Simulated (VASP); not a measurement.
Band structure of Ag (space group Im-3m). Computed with r2SCAN meta-GGA, VASP's PBE PAW potentials (set 64) (plane waves; VASP).

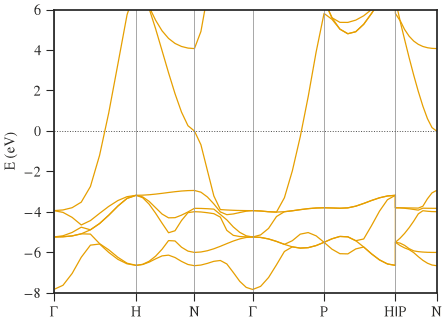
Figure: Bands along high-symmetry lines, zero at the valence-band maximum or, without a gap, the Fermi level

Problem. Read the plot: is there a gap, and where are the band edges?

Solution. It has no gap at this level: it comes out as a metal or semimetal.

The structure comes from a computed database's Ag entry (Im-3m); how it stands against other phases isn't given here. It was relaxed first.
